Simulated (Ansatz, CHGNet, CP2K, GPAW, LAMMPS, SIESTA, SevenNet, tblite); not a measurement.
# Annealed particle of LiCl with 30 % Na on Li sites (108 atoms) in SIESTA, part 2 of 2

Aim: run annealed particle of LiCl with 30 % Na on Li sites (108 atoms) in SIESTA and see how near its forces come to a plane-wave reference, and at what cost.

Program: SIESTA 5.4.2; the method stands at each step. Banners, paths, timers and routine set-up lines are dropped from the logs unmarked, and long logs keep their key lines alone; longer cuts are marked. The potentials were converted by us to PSML.

So far. Step 3 (PBE, SZ, shift 0.01 Ry, mesh 500 Ry): Against the first run (32 %), the force difference from the reference is 63 %, at 0.63 times the CPU time, with 372 basis functions against 1074: the smaller basis costs accuracy. Step 4 (PBE, DZP, shift 0.04 Ry, mesh 500 Ry): Against the first run (32 %), the force difference from the reference is 181 %, at 0.69 times the CPU time.

## (5) PBE, TZP, shift 0.01 Ry, mesh 500 Ry

Method: Kohn-Sham DFT, PBE, PseudoDojo 0.4.1 norm-conserving pseudopotentials (converted to PSML), numerical atomic orbitals (TZP), diagonalisation.

input.fdf

```
SystemLabel cell
NumberOfAtoms 108
NumberOfSpecies 3
%block ChemicalSpeciesLabel
  1 17 Cl
  2 11 Na
  3 3 Li
%endblock ChemicalSpeciesLabel
LatticeConstant 1.0 Ang
%block LatticeVectors
  24.97242 0.00000 0.00000
  0.00000 24.62796 0.00000
  0.00000 0.00000 24.94686
%endblock LatticeVectors
PAO.BasisSize TZP
PAO.EnergyShift 0.01 Ry
PAO.Polarization.NonPerturbative T
XC.Functional GGA
XC.Authors PBE
MeshCutoff 500 Ry
%block kgrid_Monkhorst_Pack
  1 0 0 0.0
  0 1 0 0.0
  0 0 1 0.0
%endblock kgrid_Monkhorst_Pack
SolutionMethod diagon
OccupationFunction FD
ElectronicTemperature 580 K
SCF.Mixer.Method Pulay
SCF.Mixer.Weight 0.05
SCF.Mixer.History 8
SCF.Mix Hamiltonian
MaxSCFIterations 300
SCF.DM.Tolerance 1e-04
SCF.H.Tolerance 1.0e-3 eV
WriteForces T
Write.HirshfeldPop T
Write.VoronoiPop T
Write.DM F
Write.H F
XML.Write F
AtomicCoordinatesFormat Fractional
%block AtomicCoordinatesAndAtomicSpecies
[... 108 atom lines left out: the same atoms as in the first run ...]
%endblock AtomicCoordinatesAndAtomicSpecies
```

Command:

```console
> OMP_NUM_THREADS=1 mpirun -np 4 siesta < input.fdf > output.txt
```

The log of the run:

```text
Version         : 5.4.2
reinit: System Name:
reinit: System Label: cell
initatom: Reading input for the pseudopotentials and atomic orbitals ----------
Species number:   1 Atomic number:   17 Label: Cl
Species number:   2 Atomic number:   11 Label: Na
Species number:   3 Atomic number:    3 Label: Li
Ground state valence configuration (from tables):   3s02  3p05  3d00  4f00
[... lines left out ...]
SCF Convergence by DM+H criterion
[... lines left out ...]
SCF cycle converged after 12 iterations
[... lines left out ...]
   Max    0.721480
[... lines left out ...]
   Max    0.721480    constrained
Stress tensor Voigt[x,y,z,yz,xz,xy] (kbar):        4.04        4.30        4.81        0.08        0.05       -0.02
[... lines left out ...]
siesta: FreeEng =    -51587.286320
[... lines left out ...]
siesta:         Fermi =      -3.544695
[... lines left out ...]
siesta:          -4.38257164          0.00127263  kBar
[... lines left out ...]
siesta: Electric dipole (Debye) =   -7.673987   -4.357143    1.515873
Hirshfeld Atomic Populations:
Atom #   charge [q] valence [e]  Species
     1    -0.238981    7.238981  Cl
     2    -0.258112    7.258112  Cl
     3     0.311094    8.688906  Na
     4    -0.201007    7.201007  Cl
     5     0.154253    2.845747  Li
     6     0.341522    8.658478  Na
[...]
8     0.205297    2.794703  Li
[...]
10     0.293141    8.706859  Na
[...]
15     0.071720    2.928280  Li
[...]
--------------------
 Total     0.000007
Voronoi Atomic Populations:
Atom #   charge [q] valence [e]  Species
[...]
94     0.381846    8.618154  Na
[...]
102     0.166382    2.833618  Li
[...]
105     0.259879    2.740121  Li
   106    -0.207463    7.207463  Cl
   107    -0.201234    7.201234  Cl
   108     0.299033    8.700967  Na
--------------------
 Total     0.000006
```

Run time: 3.1 min. Hardware: 4 MPI ranks of Arm Neoverse V2, shared host; peak memory 8.5 GiB; 12 min of CPU time.

Compared with the plane-wave run:

```
r.m.s. force component                           : 0.2237 eV/Å
r.m.s. difference of force components            : 66.23 meV/Å
longest difference of force vectors              : 233.6 meV/Å
force difference over r.m.s. force               : 33.23 %
slope of forces against the reference's          : 1.075
correlation of force components                  : 0.9575
gap (highest filled to lowest empty level) : 4.327 eV
gap difference                                   : -0.1154 eV
```

This run lies far from the reference in forces at the same functional.

Against the first run (32 %), the force difference from the reference is 33 %, at 1.1 times the CPU time (on 4 against 2 cores), with 1344 basis functions against 1074: size alone doesn't set the difference here.

## (6) PBE, DZ, shift 0.01 Ry, mesh 500 Ry

Method: Kohn-Sham DFT, PBE, PseudoDojo 0.4.1 norm-conserving pseudopotentials (converted to PSML), numerical atomic orbitals (DZ), diagonalisation.

Edit input.fdf of step 5 so:

```diff
@@ -14,3 +14,3 @@
 %endblock LatticeVectors
-PAO.BasisSize TZP
+PAO.BasisSize DZ
 PAO.EnergyShift 0.01 Ry
```

Command:

```console
> OMP_NUM_THREADS=1 mpirun -np 2 siesta < input.fdf > output.txt
```

The log of the run:

```text
Version         : 5.4.2
reinit: System Name:
reinit: System Label: cell
initatom: Reading input for the pseudopotentials and atomic orbitals ----------
Species number:   1 Atomic number:   17 Label: Cl
Species number:   2 Atomic number:   11 Label: Na
Species number:   3 Atomic number:    3 Label: Li
Ground state valence configuration (from tables):   3s02  3p05  3d00  4f00
Ground state valence configuration (from tables):   3s01  3p00  3d00  4f00
Ground state valence configuration (from tables):   2s01  2p00  3d00  4f00
---- Processing specs for species: Cl
GGA--PBE XC_GGA_X_PBE--XC_GGA_C_PBE pb
---- Processing specs for species: Na
GGA--PBE XC_GGA_X_PBE--XC_GGA_C_PBE pb
Semicore shell(s) with  8 electrons included in the valence for Na
---- Processing specs for species: Li
[... lines left out ...]
stepf: Fermi-Dirac step function
        iscf     Eharris(eV)        E_KS(eV)     FreeEng(eV)     dDmax    Ef(eV) dHmax(eV)
[... lines left out ...]
SCF Convergence by DM+H criterion
[... lines left out ...]
SCF cycle converged after 11 iterations
[... lines left out ...]
   Max    0.892004
[... lines left out ...]
   Max    0.892004    constrained
Stress tensor Voigt[x,y,z,yz,xz,xy] (kbar):        6.18        6.39        7.06        0.03        0.22        0.01
[... lines left out ...]
siesta: FreeEng =    -51527.283083
[... lines left out ...]
siesta:       Hartree =  133161.273316
siesta:         Exch. =  -10704.673315
siesta:         Corr. =    -744.335236
siesta:   Exch.-corr. =  -11449.008552
siesta:  Ion-electron = -292800.073855
siesta:       Ion-ion =   93559.348438
siesta:         Total =  -51527.283083
siesta:         Fermi =      -3.740798
siesta: Stress tensor (static) (eV/Ang**3):
siesta:     0.003859    0.000008    0.000134
siesta:     0.000008    0.003990    0.000017
siesta:     0.000134    0.000017    0.004407
siesta: Cell volume =      15342.811871 Ang**3
siesta: Pressure (static):
siesta:                Solid            Molecule  Units
siesta:          -0.00004449          0.00000000  Ry/Bohr**3
siesta:          -0.00408529          0.00000012  eV/Ang**3
siesta:          -6.54534898          0.00018650  kBar
    Orbital volume contribution        =          54.634020 eV
    (Free)E + p_basis*V_orbitals       =      -51472.649063 eV
    (Free)Eharris+ p_basis*V_orbitals  =      -51472.649063 eV
siesta: Electric dipole (a.u.)  =   -3.259647   -2.458122    0.105972
siesta: Electric dipole (Debye) =   -8.285196   -6.247922    0.269353
Hirshfeld Atomic Populations:
Atom #   charge [q] valence [e]  Species
     1    -0.314088    7.314088  Cl
     2    -0.346769    7.346769  Cl
     3     0.363228    8.636772  Na
     4    -0.277724    7.277724  Cl
     5     0.252705    2.747295  Li
     6     0.392540    8.607460  Na
[...]
8     0.313266    2.686734  Li
[...]
10     0.359552    8.640448  Na
[...]
15     0.172498    2.827502  Li
[...]
--------------------
 Total    -0.000004
Voronoi Atomic Populations:
Atom #   charge [q] valence [e]  Species
[...]
94     0.430472    8.569528  Na
[...]
102     0.298214    2.701786  Li
[...]
105     0.367921    2.632079  Li
   106    -0.298978    7.298978  Cl
   107    -0.305075    7.305075  Cl
   108     0.344832    8.655168  Na
--------------------
 Total    -0.000005
```

Elapsed: 3.4 min, on 2 MPI ranks; peak memory 6.8 GiB; 6.8 min of CPU time.

Numbers from this run, and their distance from the reference:

```yaml
r_m_s_force_component: 0.2531 eV/Å
r_m_s_difference_of_force_components: 148 meV/Å
longest_difference_of_force_vectors: 474.4 meV/Å
force_difference_over_r_m_s_force: 74.27 %
slope_of_forces_against_the_reference_s: 1.031
correlation_of_force_components: 0.8115
spacing_of_highest_filled_and_lowest_empty_level: 4.145 eV
gap_difference: -0.2972 eV
```

This is a coarse setting, run to see what it loses.

Against the first run (32 %), the force difference from the reference is 74 %, at 0.63 times the CPU time, with 642 basis functions against 1074: the smaller basis costs accuracy.

## (7) Side by side

Differences are against the plane-wave reference, forces as r.m.s. over components; share is that over the reference's r.m.s. force, slope the least-squares factor from reference forces to these. Total energies of different programs have different zeros and aren't compared.

| run | Δ force, r.m.s. (meV/Å) | share (%) | slope | Δ gap (eV) | cores | CPU time | memory (GiB) |
| --- | --- | --- | --- | --- | --- | --- | --- |
| reference | - | - | - | - | 16 | 17 min | 18 |
| SIESTA PBE, DZP, shift 0.01 Ry, mesh 500 Ry | 63.3 | 31.7 | 1.070 | -0.108 | 2 | 11 min | 8.3 |
| SIESTA PBE, SZ, shift 0.01 Ry, mesh 500 Ry (coarse) | 125 | 62.9 | 0.994 | -1.04 | 2 | 6.9 min | 6.5 |
| SIESTA PBE, DZP, shift 0.04 Ry, mesh 500 Ry (coarse) | 362 | 181 | 1.510 | -0.662 | 2 | 7.5 min | 7.1 |
| SIESTA PBE, TZP, shift 0.01 Ry, mesh 500 Ry | 66.2 | 33.2 | 1.075 | -0.115 | 4 | 12 min | 8.5 |
| SIESTA PBE, DZ, shift 0.01 Ry, mesh 500 Ry (coarse) | 148 | 74.3 | 1.031 | -0.297 | 2 | 6.8 min | 6.8 |

Rows marked coarse were listed beforehand as settings not expected to be converged; some can still land near the reference.

CPU time is summed over cores on a shared host, where runs went side by side, so it is rough. Symmetry, cutoffs, thresholds, outputs and thread counts weren't matched or tuned between programs; memory under MPI is the largest rank's times the ranks.

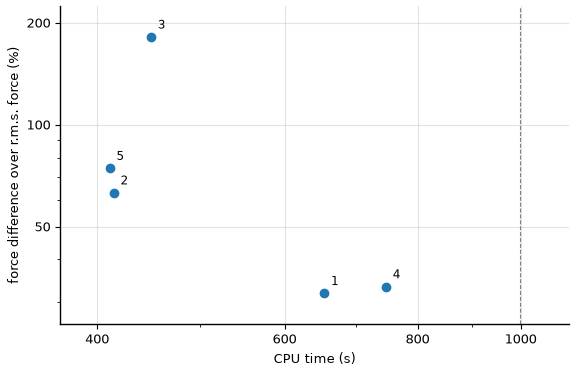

Force difference against CPU time; the dashed line marks the reference's time. Points: 1 SIESTA PBE, DZP, shift 0.01 Ry, mesh 500 Ry; 2 SIESTA PBE, SZ, shift 0.01 Ry, mesh 500 Ry; 3 SIESTA PBE, DZP, shift 0.04 Ry, mesh 500 Ry; 4 SIESTA PBE, TZP, shift 0.01 Ry, mesh 500 Ry; 5 SIESTA PBE, DZ, shift 0.01 Ry, mesh 500 Ry.

Mean charges by element (e), by run and scheme:

| run | scheme | Cl | Na | Li |
| --- | --- | --- | --- | --- |
| reference | Löwdin | -0.69 | +0.75 | +0.74 |
| SIESTA PBE, DZP, shift 0.01 Ry, mesh 500 Ry | Hirshfeld | -0.18 | +0.29 | +0.14 |
| SIESTA PBE, TZP, shift 0.01 Ry, mesh 500 Ry | Hirshfeld | -0.19 | +0.29 | +0.14 |

The reference's Löwdin charges lack the electrons that the projection spills, 0.028 e an atom on average.

## (8) Summary of results

```
nearest in forces : SIESTA PBE, DZP, shift 0.01 Ry, mesh 500 Ry, 32 %
its CPU time      : 11 min
```

What this shows: The PBE runs in local orbitals, coarse settings apart, differ by 32 % (SIESTA PBE, DZP, shift 0.01 Ry, mesh 500 Ry) to 33 % (SIESTA PBE, TZP, shift 0.01 Ry, mesh 500 Ry); basis, grid and potentials can all enter. Runs with settings chosen to be coarse differ by 63 % (SIESTA PBE, SZ, shift 0.01 Ry, mesh 500 Ry) to 181 % (SIESTA PBE, DZP, shift 0.04 Ry, mesh 500 Ry), their programs' other errors included. Of the electronic-structure runs that take under half the reference's CPU time, SIESTA PBE, SZ, shift 0.01 Ry, mesh 500 Ry comes nearest, at 63 % in 6.9 min against 17 min, too far off to be of use. At the same functional, gaps differ from the reference's 4.44 eV by between -1.04 and -0.11 eV. Charges hang on scheme and program or settings: among these rows the mean for Li runs from +0.14 to +0.74 e. The network of bonds at the start is that of the classical potential that made the cell, and needn't be the one that DFT or experiment would give. The ion parameters were fitted for water, not for melts, so the starting structure of this cell may lie well off the real melt's.

[Also dropped from logs without a mark: logging warnings of Python, and SIESTA's first energy breakdown and zero terms.]

[Logs are printed without paths, hosts, clocks, repeated set-up lines and the standing remarks that a program may print on its own settings, such as how far it seeks lower states.]

[Hosts, paths, dates, database ids (printed as entryN), source tags and the programs' standing remarks are cut or masked in the printed files.]
